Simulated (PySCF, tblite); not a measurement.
# C₇H₈O: a rotation path, then NMR shifts on frames, part 2 of 2

tblite 0.8.0 and PySCF 2.14.0. Atoms count from 0.

## (5) NMR shieldings: image 5, PBE0/pcSseg-1

Job settings and geometry (Å):

```
{"job": {"kind": "nmr", "xc": "PBE0", "basis": "pcSseg-1", "pop": false}, "charge": 0, "multiplicity": 1}
C     -2.580800     0.098900    -1.043700
C     -1.720400     0.323400    -0.070500
C     -0.795100    -0.705500     0.499000
C      0.638900    -0.298100     0.339200
C      1.144700     1.006100     0.081500
C      2.497900     0.888300     0.044000
O      2.869800    -0.383500     0.255400
C      1.741500    -1.095500     0.431200
H     -3.209500     0.877400    -1.440700
H     -2.691600    -0.877800    -1.484800
H     -1.636200     1.309700     0.365300
H     -1.006000    -0.826700     1.568200
H     -0.958000    -1.674400     0.021100
H      0.579200     1.902100    -0.069100
H      3.272600     1.612300    -0.114400
H      1.845300    -2.147800     0.606900
```

Method: GIAO PBE0/pcSseg-1 NMR shielding, non-relativistic, gas phase.

The program printed:

```text
coarse grid: 13648 points
cycle   1  E = -346.1678562117  dE =  1.442e+00  |g| = 4.720e-01  |ddm| = 3.759e+00
cycle   2  E = -346.1598684328  dE =  7.988e-03  |g| = 5.393e-01  |ddm| = 8.681e-01
cycle   3  E = -346.2198714194  dE = -6.000e-02  |g| = 8.049e-02  |ddm| = 4.357e-01
cycle   4  E = -346.2208885563  dE = -1.017e-03  |g| = 3.105e-02  |ddm| = 6.550e-02
cycle   5  E = -346.2210592442  dE = -1.707e-04  |g| = 1.116e-02  |ddm| = 3.168e-02
cycle   6  E = -346.2210836579  dE = -2.441e-05  |g| = 4.656e-03  |ddm| = 1.404e-02
cycle   7  E = -346.2210887220  dE = -5.064e-06  |g| = 8.468e-04  |ddm| = 4.264e-03
final grid: 132640 points
cycle   8  E = -346.2800532918  dE = -3.767e-05  |g| = 1.104e-02  |ddm| = 4.188e-02
cycle   9  E = -346.2800246647  dE =  2.863e-05  |g| = 1.670e-02  |ddm| = 1.932e-02
cycle  10  E = -346.2800768486  dE = -5.218e-05  |g| = 2.692e-03  |ddm| = 1.276e-02
cycle  11  E = -346.2800784779  dE = -1.629e-06  |g| = 3.683e-04  |ddm| = 2.423e-03
cycle  12  E = -346.2800785008  dE = -2.288e-08  |g| = 1.958e-04  |ddm| = 4.530e-04
cycle  13  E = -346.2800785105  dE = -9.703e-09  |g| = 3.311e-05  |ddm| = 2.107e-04
cycle  14  E = -346.2800785107  dE = -2.043e-10  |g| = 1.606e-05  |ddm| = 3.462e-05
converged SCF energy = -346.2800785107

GIAO shielding tensors (ppm)
atom      isotropic    diamagn.    paramagn.     s11        s22        s33       span
  0 C       64.535     253.046    -188.511    -47.548     83.928    157.225    204.773
  1 C       42.320     256.909    -214.589    -82.412     48.912    160.460    242.872
  2 C      153.586     243.541     -89.955    145.192    149.474    166.091     20.899
  3 C       55.649     259.177    -203.528    -25.653     44.698    147.903    173.555
  4 C       70.936     250.382    -179.446    -20.338     70.857    162.291    182.629
  5 C       39.675     255.671    -215.996    -37.345     47.851    108.520    145.865
  6 O       36.350     398.289    -361.939   -104.393    -46.561    260.004    364.398
  7 C       43.565     253.234    -209.669    -30.478     56.142    105.032    135.510
  8 H       26.259      28.922      -2.663     23.383     25.113     30.282      6.899
  9 H       26.193      30.921      -4.728     23.025     25.298     30.256      7.230
 10 H       25.031      32.372      -7.340     22.978     23.616     28.500      5.523
 11 H       28.110      28.857      -0.747     23.719     27.219     33.391      9.672
 12 H       28.373      31.274      -2.901     23.677     28.989     32.453      8.776
 13 H       25.070      33.159      -8.089     22.264     24.680     28.265      6.001
 14 H       24.250      30.238      -5.988     21.345     25.231     26.175      4.830
 15 H       24.298      32.039      -7.741     21.193     24.769     26.931      5.738
```

It took 49 s on 1 thread of AMD EPYC, shared host; peak memory 0.84 GiB.

Key values: δ C5 147.2, C1 144.6, C7 143.4, C3 131.3, H14 7.47, H15 7.42 ppm.

## (6) Nuclear shieldings: image 6, PBE0/pcSseg-1

Job settings and geometry (Å):

```
{"job": {"kind": "nmr", "xc": "PBE0", "basis": "pcSseg-1", "pop": false}, "charge": 0, "multiplicity": 1}
C     -2.577900    -0.034400    -1.082700
C     -1.715100     0.328800    -0.154600
C     -0.808300    -0.611100     0.577900
C      0.629600    -0.252400     0.362000
C      1.192200     1.051900     0.277400
C      2.528100     0.877300     0.102800
O      2.837000    -0.428400     0.071500
C      1.684000    -1.105000     0.226300
H     -3.193800     0.682300    -1.598600
H     -2.704200    -1.066400    -1.365500
H     -1.615100     1.370700     0.116700
H     -1.024800    -0.553700     1.651100
H     -0.980400    -1.640100     0.256100
H      0.673200     1.986700     0.328800
H      3.332500     1.578300    -0.003100
H      1.735400    -2.175600     0.222200
```

Level: GIAO PBE0/pcSseg-1 NMR shielding, non-relativistic, gas phase.

The program printed:

```text
coarse grid: 13648 points
cycle   1  E = -346.1684779699  dE =  1.442e+00  |g| = 4.740e-01  |ddm| = 3.751e+00
cycle   2  E = -346.1604487588  dE =  8.029e-03  |g| = 5.413e-01  |ddm| = 8.701e-01
cycle   3  E = -346.2209371273  dE = -6.049e-02  |g| = 8.064e-02  |ddm| = 4.300e-01
cycle   4  E = -346.2219562332  dE = -1.019e-03  |g| = 3.120e-02  |ddm| = 6.553e-02
cycle   5  E = -346.2221299709  dE = -1.737e-04  |g| = 1.102e-02  |ddm| = 3.139e-02
cycle   6  E = -346.2221535870  dE = -2.362e-05  |g| = 4.702e-03  |ddm| = 1.392e-02
cycle   7  E = -346.2221587557  dE = -5.169e-06  |g| = 8.702e-04  |ddm| = 4.357e-03
final grid: 132640 points
cycle   8  E = -346.2809788832  dE = -3.606e-05  |g| = 1.095e-02  |ddm| = 4.228e-02
cycle   9  E = -346.2809511722  dE =  2.771e-05  |g| = 1.650e-02  |ddm| = 1.892e-02
cycle  10  E = -346.2810021584  dE = -5.099e-05  |g| = 2.688e-03  |ddm| = 1.249e-02
cycle  11  E = -346.2810037797  dE = -1.621e-06  |g| = 3.639e-04  |ddm| = 2.418e-03
cycle  12  E = -346.2810038026  dE = -2.296e-08  |g| = 1.870e-04  |ddm| = 4.451e-04
cycle  13  E = -346.2810038115  dE = -8.858e-09  |g| = 3.277e-05  |ddm| = 2.004e-04
cycle  14  E = -346.2810038117  dE = -2.044e-10  |g| = 1.583e-05  |ddm| = 3.651e-05
converged SCF energy = -346.2810038117

GIAO shielding tensors (ppm)
atom      isotropic    diamagn.    paramagn.     s11        s22        s33       span
  0 C       65.423     252.759    -187.336    -46.058     84.928    157.398    203.456
  1 C       41.757     257.386    -215.628    -82.449     49.821    157.901    240.350
  2 C      152.373     242.682     -90.308    141.954    149.581    165.584     23.630
  3 C       55.354     259.815    -204.461    -25.389     42.263    149.190    174.579
  4 C       70.921     250.519    -179.598    -19.394     69.520    162.636    182.030
  5 C       38.879     255.508    -216.629    -38.595     47.362    107.868    146.463
  6 O       39.760     398.379    -358.620   -102.058    -39.516    260.853    362.911
  7 C       43.996     253.296    -209.299    -28.285     57.063    103.212    131.497
  8 H       26.332      28.898      -2.565     23.560     25.058     30.379      6.819
  9 H       26.247      30.920      -4.673     23.095     25.331     30.315      7.220
 10 H       25.072      32.539      -7.467     22.966     23.337     28.913      5.947
 11 H       28.171      28.737      -0.566     24.500     26.583     33.430      8.930
 12 H       28.510      31.583      -3.073     24.050     29.109     32.370      8.320
 13 H       25.020      32.889      -7.869     22.474     24.735     27.850      5.376
 14 H       24.222      30.112      -5.890     21.355     25.236     26.077      4.722
 15 H       24.329      32.228      -7.899     21.282     24.914     26.791      5.509
```

Wall time 47 s (1 thread of AMD EPYC, shared host); peak memory 0.84 GiB.

In short: δ C5 148.0, C1 145.2, C7 142.9, C3 131.6, H14 7.49, H15 7.39 ppm.

## (7) Shielding tensors: image 8, PBE0/pcSseg-1

Job settings and geometry (Å):

```
{"job": {"kind": "nmr", "xc": "PBE0", "basis": "pcSseg-1", "pop": false}, "charge": 0, "multiplicity": 1}
C     -2.452900    -0.295400    -1.159800
C     -1.714200     0.308200    -0.249400
C     -0.853000    -0.407300     0.750300
C      0.587400    -0.157300     0.435400
C      1.309200     1.053000     0.628900
C      2.563600     0.822900     0.160300
O      2.673300    -0.430400    -0.308200
C      1.473600    -1.016000    -0.142400
H     -3.041400     0.253800    -1.874900
H     -2.503100    -1.369900    -1.227700
H     -1.670700     1.388500    -0.204800
H     -1.073700    -0.032600     1.753600
H     -1.052900    -1.479200     0.719800
H      0.939600     1.959700     1.062900
H      3.434800     1.444800     0.106500
H      1.372700    -2.033900    -0.461900
```

With the program's defaults for keys left out, this is: GIAO PBE0/pcSseg-1 NMR shielding, non-relativistic, gas phase.

The program printed:

```text
coarse grid: 13648 points
cycle   1  E = -346.1688309720  dE =  1.439e+00  |g| = 4.748e-01  |ddm| = 3.732e+00
cycle   2  E = -346.1607237388  dE =  8.107e-03  |g| = 5.419e-01  |ddm| = 8.622e-01
cycle   3  E = -346.2216167849  dE = -6.089e-02  |g| = 7.993e-02  |ddm| = 4.211e-01
cycle   4  E = -346.2226139785  dE = -9.972e-04  |g| = 3.137e-02  |ddm| = 6.437e-02
cycle   5  E = -346.2227919365  dE = -1.780e-04  |g| = 1.067e-02  |ddm| = 3.047e-02
cycle   6  E = -346.2228136150  dE = -2.168e-05  |g| = 4.747e-03  |ddm| = 1.343e-02
cycle   7  E = -346.2228189005  dE = -5.285e-06  |g| = 8.500e-04  |ddm| = 4.420e-03
final grid: 132640 points
cycle   8  E = -346.2818335316  dE = -3.317e-05  |g| = 1.080e-02  |ddm| = 3.540e-02
cycle   9  E = -346.2818063187  dE =  2.721e-05  |g| = 1.635e-02  |ddm| = 1.816e-02
cycle  10  E = -346.2818560058  dE = -4.969e-05  |g| = 2.606e-03  |ddm| = 1.200e-02
cycle  11  E = -346.2818575288  dE = -1.523e-06  |g| = 3.629e-04  |ddm| = 2.320e-03
cycle  12  E = -346.2818575535  dE = -2.466e-08  |g| = 1.703e-04  |ddm| = 4.488e-04
cycle  13  E = -346.2818575608  dE = -7.304e-09  |g| = 3.388e-05  |ddm| = 1.777e-04
cycle  14  E = -346.2818575610  dE = -2.300e-10  |g| = 1.485e-05  |ddm| = 3.671e-05
converged SCF energy = -346.2818575610

GIAO shielding tensors (ppm)
atom      isotropic    diamagn.    paramagn.     s11        s22        s33       span
  0 C       66.900     253.226    -186.325    -42.364     85.764    157.301    199.665
  1 C       38.637     257.111    -218.474    -87.505     48.601    154.815    242.321
  2 C      150.930     243.024     -92.094    136.734    149.070    166.986     30.253
  3 C       54.468     259.992    -205.525    -26.073     37.145    152.332    178.405
  4 C       69.750     250.910    -181.160    -18.120     70.676    156.695    174.815
  5 C       38.793     254.872    -216.080    -38.155     46.826    107.707    145.862
  6 O       37.193     398.288    -361.095   -106.492    -40.459    258.529    365.021
  7 C       43.342     254.070    -210.728    -28.705     55.613    103.117    131.822
  8 H       26.518      29.077      -2.558     23.788     25.296     30.471      6.683
  9 H       26.359      31.328      -4.970     22.892     25.730     30.454      7.562
 10 H       25.320      32.049      -6.729     22.407     24.482     29.071      6.665
 11 H       28.340      29.365      -1.025     24.788     26.954     33.277      8.489
 12 H       28.573      31.560      -2.986     24.824     28.305     32.591      7.767
 13 H       25.113      32.641      -7.527     23.298     24.794     27.248      3.951
 14 H       24.246      29.890      -5.643     21.428     25.225     26.086      4.658
 15 H       24.325      32.864      -8.539     21.294     24.776     26.906      5.613
```

It took 47 s on 1 thread of AMD EPYC, shared host; peak memory 0.84 GiB.

Key values: δ C1 148.3, C5 148.1, C7 143.6, C3 132.5, H14 7.47, H15 7.39 ppm.

## (8) Comparing the runs: NMR shifts

Shifts (ppm) of some atoms, chosen among heavy atoms and hydrogens apart, with basis size and wall time:

| frame | C1 | C0 | C4 | C2 | H10 | H8 | O6 | functions | time |
| --- | --- | --- | --- | --- | --- | --- | --- | --- | --- |
| image 0 | 149.6 | 119.5 | 119.0 | 36.0 | 6.03 | 5.20 | 298.0 | 176 | 49 s |
| image 2 | 147.1 | 122.4 | 118.3 | 34.9 | 6.20 | 5.46 | 299.2 | 176 | 47 s |
| image 5 | 144.6 | 122.4 | 116.0 | 33.3 | 6.69 | 5.46 | 299.7 | 176 | 49 s |
| image 6 | 145.2 | 121.5 | 116.0 | 34.6 | 6.64 | 5.38 | 296.3 | 176 | 47 s |
| image 8 | 148.3 | 120.0 | 117.2 | 36.0 | 6.40 | 5.20 | 298.9 | 176 | 47 s |

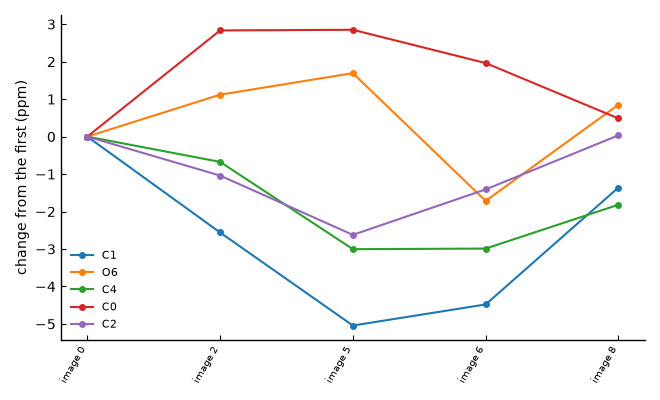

How five of the tabulated atoms move from run to run.

## (9) Outcome

This closing draws on all 2 parts.

```
                                       quantity                                               value
                                        barrier                  0.056 eV (1.3 kcal/mol) at image 5
                          end to end (GFN2-xTB)                                            0.006 eV
13C shifts against TMS (PBE0/pcSseg-1, image 0)  149.6, 148.2, 143.5, 131.7, 119.5, 119.0, 36.0 ppm
 1H shifts against TMS (PBE0/pcSseg-1, image 0)  7.48, 7.38, 6.59, 6.03, 5.49, 5.20, 3.44, 3.17 ppm
17O shifts against H2O (PBE0/pcSseg-1, image 0)                                           298.0 ppm
                       range of the shift of C1                                  144.6 to 149.6 ppm
```

What this shows: Along the band the dihedral turns by 153°, and the top (dihedral 197°) lies 1.3 kcal/mol above the start (GFN2-xTB, rough), so at room temperature this motion is fast. Ends this close can change order at a higher level. The top was not checked by a frequency run. Shifts at one fixed geometry are not the observed spectrum, which averages over the motion. In the first frame run (image 0): The largest span, 359 ppm, is at O6, where the paramagnetic term is -360 ppm. NICS(1)zz of -26 ppm above the planar ring from C3 marks a diatropic (aromatic) ring current. Across the 5 runs the shift of C1 moves most, between 144.6 (image 5) and 149.6 ppm (image 0).
